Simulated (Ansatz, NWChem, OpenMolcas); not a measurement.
## BPH6 (SMILES [BH3-][PH3+]): the electronic atomisation energy, rung by rung

BPH6: 8 atoms, total charge 0, spin state singlet. As SMILES, `[BH3-][PH3+]`. Geometry: relaxed at PBE0-D4/def2-TZVP.

```xyz
8

B    -0.5561    0.2272   -0.9140
P     0.4339   -0.1816    0.6677
H    -1.6934    0.3431   -0.5201
H    -0.3678   -0.7302   -1.6280
H    -0.0555    1.2542   -1.3099
H     0.4188    0.7557    1.7188
H     1.8231   -0.3803    0.5471
H     0.0892   -1.3452    1.3826
```

Quantity: the electronic atomisation energy, in eV. The values are calculated. Electronic energies at fixed atoms, without zero-point motion or spin-orbit coupling.

```csv
level,kind,program,value (eV),less CCSD(T)/def2-SVPD,CPU time (all runs)
HF/def2-SVPD,Hartree–Fock,NWChem,17.99,-4.54,14 s
revPBE/def2-SVPD,GGA,Ansatz,23.22,+0.69,8.6 s
TPSS/def2-SVPD,meta-GGA,NWChem,24.43,+1.90,33 s
B3LYP/def2-SVPD,global hybrid,OpenMolcas,23.87,+1.34,36 s
HSE06/def2-SVPD,range-separated hybrid,Ansatz,23.71,+1.18,10 s
wB97M-V/def2-SVPD,range-separated hybrid,Ansatz,24.26,+1.73,52 s
B2PLYP/def2-SVPD,double hybrid,Ansatz,23.40,+0.87,13 s
PBE-QIDH/def2-SVPD,double hybrid,Ansatz,23.32,+0.79,11 s
MP2/def2-SVPD,perturbation theory,NWChem,22.19,-0.34,27 s
CCSD(T)/def2-SVPD,coupled cluster or CI,Ansatz,22.53,0.00,18 s
```

CCSD(T)/def2-SVPD is the highest level here, not the true value. The values span 17.99 to 24.43 eV. CPU times are rough (shared hosts, several kinds of processor): they show what a rung costs within a factor of a few.

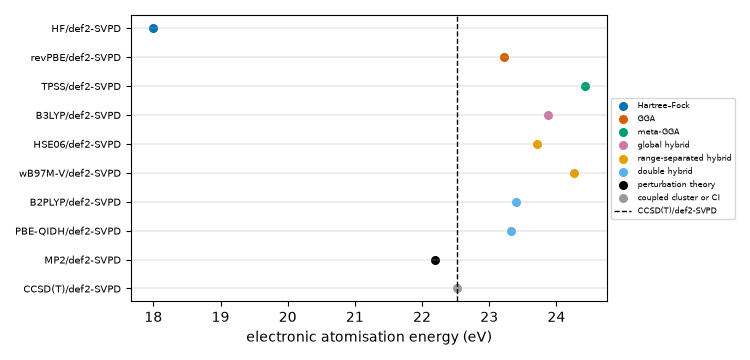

The values of the table, level by level.
